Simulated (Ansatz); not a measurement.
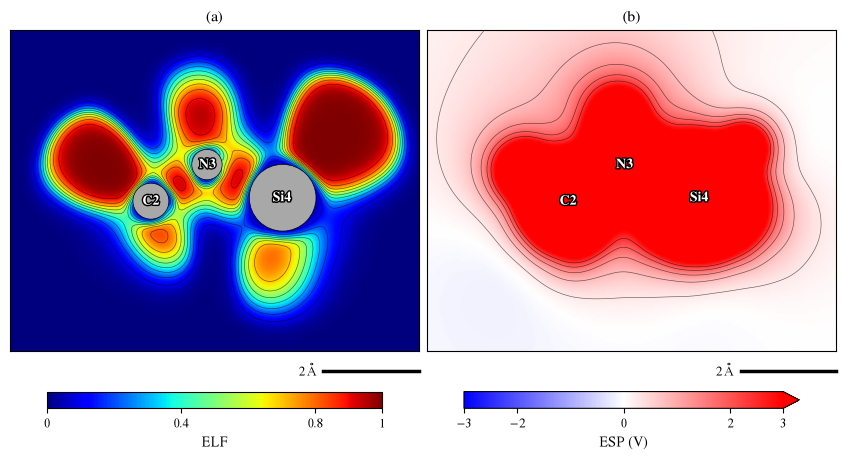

Figure. CH₆FNSi (SMILES FCN[SiH3]). (a) electron localisation function; (b) electrostatic potential on the plane of atoms C2, N3 and Si4. Grey discs cover the atomic cores in the ELF map.

Geometry: PBE0-D4/def2-TZVP.

The calculation used RKS PBE0-D4/def2-TZVPP in Ansatz 0.2.0.

Input file:

```
crystal:
  periodic: [false, false, false]
  atoms:
    - {symbol: F, position_ang: [-1.309633, 0.908559, -1.435589]}
    - {symbol: C, position_ang: [-0.160834, 1.172256, -0.677100]}
    - {symbol: N, position_ang: [0.561631, 0.010845, -0.359387]}
    - {symbol: Si, position_ang: [0.076065, -1.102028, 0.877581]}
    - {symbol: H, position_ang: [0.440083, 1.862893, -1.273502]}
    - {symbol: H, position_ang: [-0.506721, 1.664109, 0.235776]}
    - {symbol: H, position_ang: [1.119043, -0.340950, -1.123068]}
    - {symbol: H, position_ang: [1.266307, -1.912020, 1.240809]}
    - {symbol: H, position_ang: [-0.384937, -0.280639, 2.025692]}
    - {symbol: H, position_ang: [-1.018006, -2.034226, 0.491686]}
basis:
  gaussian: {orbitals: def2-TZVPP}
hamiltonian: {xc: pbe0, dispersion: d4}
output: {orbitals: {seedname: orbitals}}
```

Command:

```sh
ansatz run in.yaml --threads 2 --pin off --events-out ev --progress --plain --max-ram 4352MiB
```

Question: Read the bonding off the picture.

Answer: The plane passes through C, N and Si nuclei.
C–N (1.40 Å): the ELF peaks at about 0.90 between the atoms (localised, covalent bonding).
Si–N (1.73 Å): the ELF peaks at about 0.90 between the atoms (a shared but strongly polarised pair).
The potential has no marked negative region in this plane.
